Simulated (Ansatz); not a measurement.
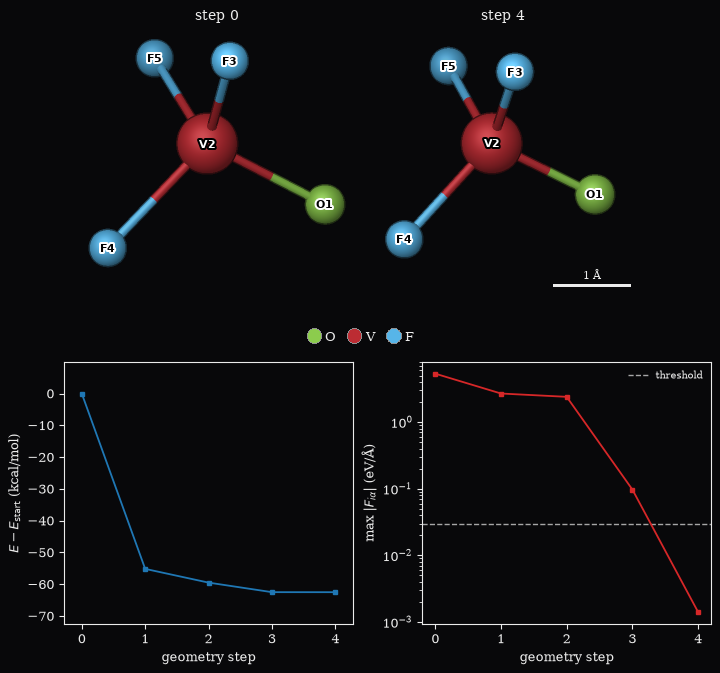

First and last geometry of a relaxation of VOF$_{3}$ (coarse preliminary run), with the history of the run. The picture is a ball-and-stick view, seen from a free direction.

The start comes from a force field.

All numbers below come from RKS PBE-D4/def2-SVP in Ansatz.

The input:
```yaml
crystal:
  periodic: [false, false, false]
  atoms:
    - {symbol: O, position_ang: [0.687800, -1.045400, 1.349300]}
    - {symbol: V, position_ang: [0.000800, -0.027700, 0.020800]}
    - {symbol: F, position_ang: [-1.594300, 0.921200, 0.607200]}
    - {symbol: F, position_ang: [-0.387000, -1.155300, -1.460000]}
    - {symbol: F, position_ang: [1.342700, 1.233500, -0.558700]}
basis:
  gaussian: {orbitals: def2-SVP}
hamiltonian: {xc: pbe, dispersion: d4}
relax: {f_tol: 0.03, max_steps: 200}
```

Question: Did the run converge, and what did it change?

Answer: It converged. The energy falls by 62.5 kcal/mol in 4 geometry steps. The largest force component goes from 5.3 to 0.0014 eV/Å. O1 moves most after the best rigid fit: 0.26 Å. By element the largest moves are O 0.26 Å, F 0.24 Å, V 0.03 Å. Near-neighbour distances that change, for instance: O1–V2 1.809 → 1.564 Å, V2–F3 1.946 → 1.718 Å, V2–F5 1.931 → 1.718 Å, V2–F4 1.901 → 1.718 Å. Bond angles that change, for instance: F4–V2–F5 107.2° → 110.6°, O1–V2–F3 111.4° → 108.3°.

| step | E − E(0), kcal/mol | largest force component, eV/Å |
| --- | --- | --- |
| 0 | 0.00 | 5.3270 |
| 1 | -55.17 | 2.6830 |
| 2 | -59.49 | 2.3930 |
| 3 | -62.49 | 0.0970 |
| 4 | -62.50 | 0.0014 |
